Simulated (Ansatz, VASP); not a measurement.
# CaO (Lime) in two plane-wave programs

One calculation is typed for both programs; each brings its own data sets. How far apart do they land? Valence electrons are named where the data sets of a main pair hold unlike numbers.

Main program and level: Ansatz 0.2.0; plane waves, with VASP 6.6.1 beside it; band structure at HSE06 and band structure at r2SCAN-EpsX with an exact-exchange share of 0.264.

## (1) Starting point

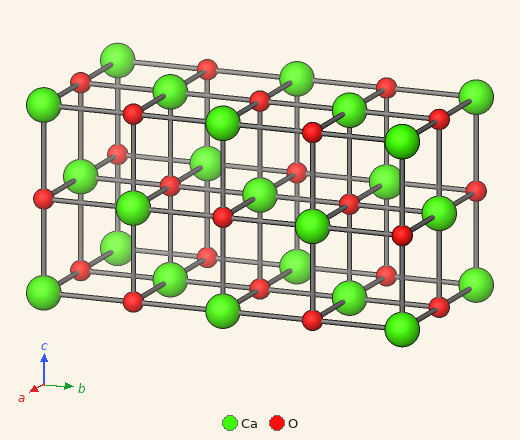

The cell as given, slightly off an axis (calcium green, oxygen red). 1×2×1 cells are drawn. This picture shows the conventional cell, with its axes. Some periodic images of atoms are drawn too.

Structure file:

```xyz
2
Lattice="0.0000 2.4065 2.4065 2.4065 0.0000 2.4065 2.4065 2.4065 0.0000" Properties=species:S:1:pos:R:3 pbc="T T T"
Ca    0.0000    0.0000    0.0000
O     2.4065    2.4065    2.4065
```

## (2) VASP: band structure, HSE06

Levels along a path test the potential and the projectors away from the mesh points.

Lines of VASP's logs that name or quote its potential files are left out, and so is its time.

The run reads the wave functions of an earlier VASP run, which isn't shown here.

The input, INCAR:

```
SYSTEM = CaO
PREC = Accurate
ENCUT = 520
EDIFF = 1E-06
NELM = 100
ISMEAR = 0
SIGMA = 0.02
LREAL = .FALSE.
ALGO = Normal
LHFCALC = .TRUE.
AEXX = 0.25
GGA = PE
HFSCREEN = 0.2
LASPH = .TRUE.
NBANDS = 14
PRECFOCK = Fast
LORBIT = 11
LWAVE = .FALSE.
LCHARG = .FALSE.
KPAR = 4
```

The input, POSCAR:

```
CaO
1.0
    0.0000000000      2.4065000000      2.4065000000
    2.4065000000      0.0000000000      2.4065000000
    2.4065000000      2.4065000000      0.0000000000
Ca O
1 1
Direct
    0.0000000000      0.0000000000      0.0000000000
    0.5000000000      0.5000000000      0.5000000000
```

The input, KPOINTS:

```
Automatic mesh
0
Gamma
5 5 5
0 0 0
```

The input, KPOINTS_OPT:

```
Line mode
6
Line-mode
Reciprocal
  0.00000000   0.00000000   0.00000000 GAMMA
  0.50000000   0.00000000   0.50000000 X

  0.50000000   0.00000000   0.50000000 X
  0.50000000   0.25000000   0.75000000 W

  0.50000000   0.25000000   0.75000000 W
  0.37500000   0.37500000   0.75000000 K

  0.37500000   0.37500000   0.75000000 K
  0.00000000   0.00000000   0.00000000 GAMMA

  0.00000000   0.00000000   0.00000000 GAMMA
  0.50000000   0.50000000   0.50000000 L

  0.50000000   0.50000000   0.50000000 L
  0.62500000   0.25000000   0.62500000 U

  0.62500000   0.25000000   0.62500000 U
  0.50000000   0.25000000   0.75000000 W

  0.50000000   0.25000000   0.75000000 W
  0.50000000   0.50000000   0.50000000 L

  0.50000000   0.50000000   0.50000000 L
  0.37500000   0.37500000   0.75000000 K

  0.62500000   0.25000000   0.62500000 U
  0.50000000   0.00000000   0.50000000 X
```

PAW data sets: Ca_sv and O (PBE family, release 64).

Started as:

```
$ mpirun -np 4 vasp_std
```

Numbers of over 12 decimals in the logs are rounded to 6 here.

Output:

```text
[banner, memory and clock lines left out]
running    4 mpi-ranks, on    1 nodes
 distrk:  each k-point on    1 cores,    4 groups
 distr:  one band on    1 cores,    1 groups

 POSCAR found type information on POSCAR CaO
 POSCAR found :  2 types and       2 ions
 LDA part: xc-table for (Slater+PW92), standard interpolation
 found WAVECAR, reading the header
 POSCAR, INCAR and KPOINTS ok, starting setup
 FFT: planning ... GRIDC
 FFT: planning ... GRID_SOFT
 FFT: planning ... GRID
 reading WAVECAR
 the WAVECAR file was read successfully
 initial charge from wavefunction
 entering main loop
       N       E                     dE             d eps       ncg     rms          rms(c)
DAV:   1    -0.149066637565E+02   -0.14907E+02   -0.23134E-01   280   0.605E+00    0.562E-01
DAV:   2    -0.149004780263E+02    0.61857E-02   -0.32682E-02   316   0.205E+00    0.301E-01
DAV:   3    -0.148999955021E+02    0.48252E-03   -0.41346E-03   310   0.706E-01    0.246E-01
DAV:   4    -0.148993518041E+02    0.64370E-03   -0.73267E-04   340   0.265E-01    0.123E-01
DAV:   5    -0.148991919336E+02    0.15987E-03   -0.30365E-04   304   0.146E-01    0.556E-02
DAV:   6    -0.148991382664E+02    0.53667E-04   -0.21245E-05   372   0.629E-02    0.332E-02
DAV:   7    -0.148991219552E+02    0.16311E-04   -0.75710E-06   374   0.328E-02    0.215E-02
DAV:   8    -0.148991178700E+02    0.40852E-05   -0.31101E-06   330   0.188E-02    0.126E-02
DAV:   9    -0.148991167818E+02    0.10883E-05   -0.10279E-06   170   0.103E-02    0.704E-03
DAV:  10    -0.148991166303E+02    0.15144E-06   -0.40743E-07   146   0.663E-03
   1 F= -.14899117E+02 E0= -.14899117E+02  d E =-.106355E-37
 Start KPOINTS_OPT (optional k-point list driver)
k-point batch [1-10\60]
       N       E                     dE             ncg
DAV:   1    -0.681145394473E+03   -0.53000E+04      280
DAV:   2    -0.207923012193E+04   -0.13981E+04      334
DAV:   3    -0.216152073147E+04   -0.82291E+02      310
DAV:   4    -0.216443740780E+04   -0.29167E+01      444
DAV:   5    -0.216449627986E+04   -0.58872E-01      364
DAV:   6    -0.216449766926E+04   -0.13894E-02      428
DAV:   7    -0.216449772771E+04   -0.58448E-04      330
DAV:   8    -0.216449772850E+04   -0.79711E-06      270
[...]
k-point batch [51-60\60]
       N       E                     dE             ncg
DAV:   1    -0.713081391618E+03   -0.74570E+04      280
DAV:   2    -0.210665937936E+04   -0.13936E+04      304
DAV:   3    -0.218863007583E+04   -0.81971E+02      346
DAV:   4    -0.219149534653E+04   -0.28653E+01      440
DAV:   5    -0.219156562168E+04   -0.70275E-01      396
DAV:   6    -0.219156737774E+04   -0.17561E-02      470
DAV:   7    -0.219156745694E+04   -0.79200E-04      410
DAV:   8    -0.219156745812E+04   -0.11834E-05      354
DAV:   9    -0.219156745819E+04   -0.68940E-07      296
```

OUTCAR, selected parts (step 2):

```text
ion  position               nearest neighbor table
   1  0.000  0.000  0.000-   2 2.41   2 2.41   2 2.41   2 2.41   2 2.41   2 2.41
   2  0.500  0.500  0.500-   1 2.41   1 2.41   1 2.41   1 2.41   1 2.41   1 2.41

  LATTYP: Found a face centered cubic cell.
 ALAT       =     4.8130000000

 Subroutine GETGRP returns: Found 48 space group operations
 (whereof 48 operations were pure point group operations)

The static configuration has the point symmetry O_h .

 Found     10 irreducible k-points:

   k-points           NKPTS =     10   k-points in BZ     NKDIM =    125   number of bands    NBANDS=     14

   dimension x,y,z NGX =    28 NGY =   28 NGZ =   28
   dimension x,y,z NGXF=    56 NGYF=   56 NGZF=   56

   ENCUT  =  520.0 eV  38.22 Ry    6.18 a.u.   6.33  6.33  6.33*2*pi/ulx,y,z

   NELECT =      16.0000    total number of electrons

 k-points in reciprocal lattice and weights: Automatic mesh
   0.00000000  0.00000000  0.00000000       0.008
   0.20000000  0.00000000  0.00000000       0.064
   0.40000000  0.00000000  0.00000000       0.064
   0.20000000  0.20000000  0.00000000       0.048
   0.40000000  0.20000000  0.00000000       0.192
  -0.40000000  0.20000000  0.00000000       0.192
  -0.20000000  0.20000000  0.00000000       0.096
   0.40000000  0.40000000  0.00000000       0.048
  -0.40000000  0.40000000  0.00000000       0.096
  -0.40000000  0.40000000  0.20000000       0.192

  exchange ACFDT corr.  =         0.00000000  see jH, gK, PRB 81, 115126

 average (electrostatic) potential at core
       1 -39.0922       2 -63.8787

 E-fermi :   1.4335

 k-point     1 :       0.0000    0.0000    0.0000
  band No.  band energies     occupation
    ...
      4     -18.2483      2.00000
      5     -15.7787      2.00000
      6       1.2555      2.00000
      7       1.2555      2.00000
      8       1.2555      2.00000
      9       7.4633      0.00000
     10       9.4566      0.00000
     11       9.4566      0.00000
     12       9.4566      0.00000
     13      11.0783      0.00000
    ...

 k-point     2 :       0.2000    0.0000    0.0000
  band No.  band energies     occupation
    ...
      4     -18.2656      2.00000
      5     -15.1954      2.00000
      6       0.0793      2.00000
      7       0.7716      2.00000
      8       0.7716      2.00000
      9       8.9953      0.00000
     10       9.4186      0.00000
     11      10.1657      0.00000
     12      10.1657      0.00000
     13      12.0121      0.00000
    ...

 k-point     3 :       0.4000    0.0000    0.0000
  band No.  band energies     occupation
    ...
      4     -18.2933      2.00000
      5     -14.4961      2.00000
      6      -1.3419      2.00000
      7       0.1055      2.00000
      8       0.1055      2.00000
      9      10.0022      0.00000
     10      11.1091      0.00000
     11      11.5678      0.00000
     12      11.5678      0.00000
     13      13.7115      0.00000
    ...

  energy-cutoff  :      520.00
  volume of cell :       27.87
      direct lattice vectors                 reciprocal lattice vectors
     0.000000000  2.406500000  2.406500000    -0.207770621  0.207770621  0.207770621
     2.406500000  0.000000000  2.406500000     0.207770621 -0.207770621  0.207770621
     2.406500000  2.406500000  0.000000000     0.207770621  0.207770621 -0.207770621

 POSITION                                       TOTAL-FORCE (eV/Angst)
 -----------------------------------------------------------------------------------
      0.00000      0.00000      0.00000         0.000000      0.000000      0.000000
      2.40650      2.40650      2.40650         0.000000      0.000000      0.000000
 -----------------------------------------------------------------------------------
    total drift:                               -0.000000     -0.000000      0.000000

  FREE ENERGIE OF THE ION-ELECTRON SYSTEM (eV)
  ---------------------------------------------------
  free  energy   TOTEN  =       -14.8991166303 eV

  energy  without entropy=      -14.8991166303  energy(sigma->0) =      -14.89911663

 total charge
# of ion       s       p       d       tot
------------------------------------------
    1        2.037   5.886   0.257   8.179
    2        1.552   3.486   0.000   5.038
--------------------------------------------------
tot          3.589   9.372   0.257  13.217

[... 3 further parts left out ...]
```

The k-mesh is coarse for exact exchange; levels may shift by about 0.1 eV on a finer one.

## (3) Ansatz: band structure, HSE06

Ansatz runs on its default PAW (the set named soft_2) files.

The same cell, functional, mesh and smearing now go to Ansatz, which takes its cutoff from its data sets.

The input, input.yaml:

```yaml
crystal:
  lattice:
    - [0.0, 2.4065, 2.4065]
    - [2.4065, 0.0, 2.4065]
    - [2.4065, 2.4065, 0.0]
  atoms:
    - { symbol: Ca, position: [0.0, 0.0, 0.0] }
    - { symbol: O, position: [0.5, 0.5, 0.5] }
hamiltonian:
  xc: { exchange: pbe, correlation: pbe, exx: { coeff: 0.25, omega: 0.2 } }
  pseudopotentials: { kind: paw }
kpoints:
  mp_grid: { grid: [5, 5, 5] }
  band_path:
    path:
      - [0.0, 0.0, 0.0]
      - [0.5, 0.0, 0.5]
      - [0.5, 0.2, 0.7]
      - [0.4, 0.35, 0.75]
      - [0.15, 0.15, 0.3]
      - [0.2, 0.2, 0.2]
      - [0.55, 0.4, 0.55]
      - [0.6, 0.25, 0.65]
      - [0.5, 0.25, 0.75]
      - [0.5, 0.5, 0.5]
      - [0.375, 0.375, 0.75]
      - [0.5, 0.0, 0.5]
    npoints: 1
scf:
  occupations: { method: gaussian, width: 0.02 }
  n_extra_bands: 7
output:
  forces: true
  stress: true
  eigenvalues: true
```

Started as:

```
$ ansatz run input.yaml --threads 4 --pin off --max-ram 9216MiB --backend cpu --events-out ev --progress --plain --runs-dir out
```

Output:

```text
Warning: output.stress: scf.convergence.dr2_threshold = 1e-7 eV (the SCF's general default) is looser than the 2e-10 eV advised for a printed stress (1e-10 eV for each atom of the cell: 2). What an SCF threshold leaves in a stress goes as its square root, and in the free energy as the threshold itself, and one threshold admits the most on a small cell: [figures from the program's tests cut] Set scf.convergence.dr2_threshold to 2e-10 eV or tighter. The threshold is an SCF's pass mark: one that does not reach it within its budget of iterations ends unconverged, or closes short of it on a stop that the run arms, and scf.convergence.dr2_threshold's page says what that costs each kind of run
Warning: output.stress: scf.exx.energy_threshold = 1e-6 eV is looser than the 2e-8 eV advised for a stress under a hybrid functional (1e-8 eV for each atom of the cell: 2). Every SCF of the exchange loop can meet its threshold on dr2 while the loop round them stops early: no threshold on dr2 bounds what that leaves in the stress. Set scf.exx.energy_threshold to 2e-8 eV or tighter. The threshold is the loop's pass mark: a loop that does not reach it within its budget of cycles ends unconverged, and scf.exx.energy_threshold's page has the law
scf.n_extra_bands = 7 over 8 filled bands (N_el = 16.0): the run solves 15 bands
Engine: ansatz 0.2.0, aarch64-unknown-linux-gnu
Pseudopotentials: kind: paw
Pseudopotential: Ca, paw, valence charge 10, recommended cutoff 420 eV (normal), Ca.paw.azcp
Pseudopotential: O, paw, valence charge 6, recommended cutoff 420 eV (normal), O.paw.azcp
Functional definition: unnamed
  parameter a_1 = 0.25
  parameter omega_1 = 0.2/angstrom
  exchange = pbe_x + (-a_1)*pbe_x_sr(omega_1) + a_1*exact_x_sr(omega_1)
  correlation = pbe_c
Crystal: 2 atoms, lattice volume = 27.873 Å³
Basis set: ecut = 420 eV, 537 PW (Γ), exchange–correlation on 48×48×48 points (8 copies of the dense FFT grid, shifted against one another)
Bands: 15, of which v1, the nominal top of the filled ones, is band 8 counted from 1 (7 counted from 0)
Symmetry: 48 space group operations
Space group: Fm-3m (ITA 225), of the structure as read, at distance tolerance 3.0e-5 Å
k-points: 10 of 125
Non-local potential: Ca, projectors of the file, l = 0: 3, l = 1: 2, l = 2: 2
Non-local potential: O, projectors of the file, l = 0: 2, l = 1: 2, l = 2: 1
PAW form: soft (Blöchl's): semilocal exchange-correlation on the pseudo side does not see the compensation charge
PAW frozen core: Ca, regenerated for the run's functional, and the local potential with it (the file was generated under x = pbe(κ = 0.804, μ = 0.219515), c = pbe(β = 0.066725))
PAW frozen core: O, regenerated for the run's functional, and the local potential with it (the file was generated under x = pbe(κ = 0.804, μ = 0.219515), c = pbe(β = 0.066725))
PAW one-centre angular grid: Ca, 110 points (default); XC on 64 Gauss nodes
PAW one-centre angular grid: O, 110 points (default); XC on 96 Gauss nodes
Initial density: superposition of atomic densities (neutral atoms: chi_scale 0, normalization atom), corrected by the library's trained network
Initial wavefunctions: pseudopotential atomic-orbital guess
Functional: x = pbe(κ = 0.804, μ = 0.219515), c = pbe(β = 0.066725), warm-up for x = pbe(κ = 0.804, μ = 0.219515) + 0.25 (exact − pbe) at short range (hse, ω = 0.2 Å⁻¹), c = pbe(β = 0.066725)
SCF iter   1: F=—  HF=-2387.721651 eV  |F-HF|=—  |Δ(HF+E_count)|=         —  Δρ=5.96e-4  dr2=4.84e-5  ethr=1.77e-3  ⟨swp⟩=2.0  Hψ=1048  notcnv=0
preconditioner: auto → none  [insulator: Δε(μ)=3.834 eV  Ē_g=19.953 eV  σ=0.020 eV  W_gap=1.00  n_scr=8 (ndim 8)  ℏωp=26.3 eV  f_vac=0.000  D(μ)=0.00/eV (n_scr^D=0)]
SCF iter   2: F=-2387.721861 eV  HF=-2387.721807 eV  |F-HF|=5.38e-5  |Δ(HF+E_count)|=   1.56e-4  Δρ=2.61e-4  dr2=8.64e-6  ethr=3.02e-7  ⟨swp⟩=3.7  Hψ=383  notcnv=0  defer=4
SCF 1 stopped early in 2 iterations: F = -2387.721861 eV  dr2 = 8.64e-6
  greatest PAW one-centre occupation: 0.995 electrons in one spin orbital (limit 2), on the Ca atom at site 0 (counted from 0), in its partial waves of l = 0
Initial density: handed on by an earlier stage of this run
Initial wavefunctions: those handed on with the density
Functional: x = pbe(κ = 0.804, μ = 0.219515) + 0.25 (exact − pbe) at short range (hse, ω = 0.2 Å⁻¹), c = pbe(β = 0.066725)
Exchange kernel: α = 0.2500, screened, ω = 0.2000 Å⁻¹, Wigner–Seitz truncation, v(0) = 1112.6024 eV·Å³, q-mesh 5×5×5, nearest image of the exchange supercell L = 17.02 Å, pair-density grid 15×15×15, without the augmentation charges, whose exchange is taken in its separable form by FFT convolution over the k-point mesh (sized by the pseudopotential files, 20×20×20 at the most), smooth part of the exact exchange by density-matrix convolution
Frozen-core exchange: fock
SCF iter   1: F=—  HF=-2388.317983 eV  |F-HF|=—  |Δ(HF+E_count)|=         —  Δρ=9.86e-3  dr2=4.46e-2  ethr=5.40e-7  ⟨swp⟩=6.3  Hψ=752  notcnv=0
preconditioner: auto → none  [insulator: Δε(μ)=5.745 eV  Ē_g=22.846 eV  σ=0.020 eV  W_gap=1.00  n_scr=8 (ndim 8)  ℏωp=26.3 eV  f_vac=0.000  D(μ)=0.00/eV (n_scr^D=0)]
SCF iter   2: F=—  HF=-2388.307931 eV  |F-HF|=—  |Δ(HF+E_count)|=   1.01e-2  Δρ=9.72e-3  dr2=1.84e-2  ethr=5.40e-7  ⟨swp⟩=4.8  Hψ=562  notcnv=0
SCF iter   3: F=—  HF=-2388.303996 eV  |F-HF|=—  |Δ(HF+E_count)|=   3.93e-3  Δρ=2.33e-3  dr2=1.76e-3  ethr=5.40e-7  ⟨swp⟩=4.1  Hψ=480  notcnv=0
SCF iter   4: F=—  HF=-2388.309316 eV  |F-HF|=—  |Δ(HF+E_count)|=   5.32e-3  Δρ=1.01e-3  dr2=4.10e-4  ethr=5.40e-7  ⟨swp⟩=4.0  Hψ=450  notcnv=0
iter 5 solved again at ethr=3.78e-8 eV; its pass at ethr=5.40e-7 eV (dr2=6.05e-6 eV) is discarded
SCF iter   5: F=—  HF=-2388.309196 eV  |F-HF|=—  |Δ(HF+E_count)|=   1.19e-4  Δρ=1.72e-4  dr2=8.86e-6  ethr=3.78e-8  ⟨swp⟩=2.1  Hψ=493  notcnv=0
SCF iter   6: F=-2388.309195 eV  HF=-2388.309196 eV  |F-HF|=8.64e-7  |Δ(HF+E_count)|=   5.07e-7  Δρ=2.98e-5  dr2=2.91e-6  ethr=3.78e-8  ⟨swp⟩=2.0  Hψ=231  notcnv=0
SCF 2 stopped early in 6 iterations: F = -2388.309195 eV  dr2 = 2.91e-6
  greatest PAW one-centre occupation: 0.996 electrons in one spin orbital (limit 2), on the Ca atom at site 0 (counted from 0), in its partial waves of l = 0
hybrid outer 1: dexx = +6.210e-3 eV, tail = 1.56e-5 eV
Exchange kernel: α = 0.2500, screened, ω = 0.2000 Å⁻¹, Wigner–Seitz truncation, v(0) = 1112.6024 eV·Å³, q-mesh 5×5×5, nearest image of the exchange supercell L = 17.02 Å, pair-density grid 15×15×15, without the augmentation charges, whose exchange is taken in its separable form by FFT convolution over the k-point mesh (sized by the pseudopotential files, 20×20×20 at the most), smooth part of the exact exchange by density-matrix convolution
Frozen-core exchange: fock
SCF iter   1: F=—  HF=-2388.309250 eV  |F-HF|=—  |Δ(HF+E_count)|=         —  Δρ=1.38e-4  dr2=2.70e-6  ethr=4.86e-7  ⟨swp⟩=4.1  Hψ=406  notcnv=0
preconditioner: auto → none  [insulator: Δε(μ)=5.531 eV  Ē_g=22.773 eV  σ=0.020 eV  W_gap=1.00  n_scr=8 (ndim 8)  ℏωp=26.3 eV  f_vac=0.000  D(μ)=0.00/eV (n_scr^D=0)]
SCF iter   2: F=—  HF=-2388.309249 eV  |F-HF|=—  |Δ(HF+E_count)|=   7.91e-7  Δρ=1.16e-5  dr2=3.02e-8  ethr=1.65e-8  ⟨swp⟩=3.0  Hψ=263  notcnv=0
SCF iter   3: F=—  HF=-2388.309250 eV  |F-HF|=—  |Δ(HF+E_count)|=   2.97e-7  Δρ=1.01e-5  dr2=1.49e-8  ethr=5.11e-11  ⟨swp⟩=4.2  Hψ=440  notcnv=0
SCF iter   4: F=-2388.309250 eV  HF=-2388.309250 eV  |F-HF|=1.18e-11  |Δ(HF+E_count)|=   3.58e-9  Δρ=3.23e-7  dr2=2.08e-10  ethr=5.11e-11  ⟨swp⟩=3.0  Hψ=270  notcnv=0
SCF 3 converged in 4 iterations: F = -2388.309250 eV  dr2 = 2.08e-10
  Residual-converged pass: ⟨swp⟩=2.0  Hψ=229  notcnv=0  max |occ|·‖R‖ = 1.6e-6 eV (tolerance 2.4e-6 eV)  dr2=2.09e-10  dr2_onsite=1.49e-11  max |Δocc| = 0.0e0
hybrid outer 2: dexx = +3.642e-7 eV, tail = 3.87e-9 eV, Δε = 1.26e-3 eV (about 2.40e-5 eV left of the loop's levels)
NSCF: frozen V_eff on 12 k-points
hybrid SCF converged: 2 outer / 10 inner (+2 warm-up), last move |dexx| = 3.64e-7 eV, tail = 3.87e-9 eV
Stability not checked: this state was not tested for a lower state beside it, because the functional holds exact exchange (a hybrid, or Hartree-Fock), whose exchange loop this test does not read (fock_operator; see scf.lower_state_search)
Free energy (F): -2388.309250 eV
Frozen-core exchange: fock
Harris-Foulkes:  -2388.309250 eV  (|F-HF|=1.18e-11)
Internal energy: -2388.309250 eV  (E = F + TS)
E sigma→0 (E₀):  -2388.309250 eV
Fermi energy:    9.338817 eV
--- Per-component energies (eV) ---
  E_band       = -134.063670
  E_kinetic    = 456.983450
  E_local      = -892.740621  (includes V_loc(G=0)·N_el)
  E_nonlocal   = 109.936639
  E_hartree    = 296.477799
  E_xc         = -170.370335
  E_vxc        = -212.676630  (∫ρ·V_xc dr)
  E_exx        = -48.544656  (= α·E_x^exact, valence–valence)
  E_paw        = -1011.495103  (= ΣΔE_a)
  E_vpaw       = -91.435004  (= ΣTr[D̂ρ^β])
  E_aug_tail   = 0.002409  (compensation charges beyond the density's cutoff)
  E_ewald      = -1128.379897
  E_core_change = -0.178936  (= ΣΔE_core)
  E_smearing   = -0.000000  (= −TS)
  E_closure    = 0.000000  (closes the sum)
  Σ components = -2388.309250   (vs F -2388.309250, Δ=0.00e0)
--- Forces (eV/Å), atoms counted from 1 ---
  atom   1  Ca    -0.00000000    -0.00000000    -0.00000000
  atom   2  O      0.00000000    -0.00000000     0.00000000
  max |Σ_I F_I| component: 1.62e-29 eV/Å
--- Stress (GPa, compression-positive) ---
       -1.046167       0.000000       0.000000
        0.000000      -1.046167       0.000000
        0.000000       0.000000      -1.046167
  P = ⅓ Tr σ = -1.0462 GPa (-10.462 kbar)
--- Band table (eV; the first three rows and the last of 10) ---
  k-point 0: bands = [... 4 lower, -10.4440, 6.5722, 6.5722, 6.5722, 12.8039, 14.7783, 14.7783, 14.7783, ... 3 higher]
  k-point 1: bands = [... 4 lower, -9.8693, 5.4044, 6.0933, 6.0933, 14.3286, 14.7399, 15.4828, 15.4828, ... 3 higher]
  k-point 2: bands = [... 4 lower, -9.1777, 3.9925, 5.4334, 5.4334, 15.3210, 16.4339, 16.8788, 16.8788, ... 3 higher]
  k-point 9: bands = [... 4 lower, -9.6479, 4.8578, 5.4682, 5.6149, 14.0433, 15.7670, 17.2080, 18.1055, ... 3 higher]
```

Wall time 8.8 s (4 threads of Arm Neoverse V2, shared host); peak memory 0.52 GiB; 28 s of CPU time.

The column dr2 measures how far the density is from self-consistency, as an energy; F and HF (Harris–Foulkes) agree once it is small.

(Continued in part 2 of 2.)

[Lines on the potential files, build, host, timing and source positions are cut from VASP's logs without a mark.]

[Logs are printed without paths, hosts, clocks, repeated set-up lines and the standing remarks that a program may print on its own settings, such as how far it seeks lower states.]

[Hosts, paths, dates, database ids (printed as entryN), source tags and the programs' standing remarks are cut or masked in the printed files.]
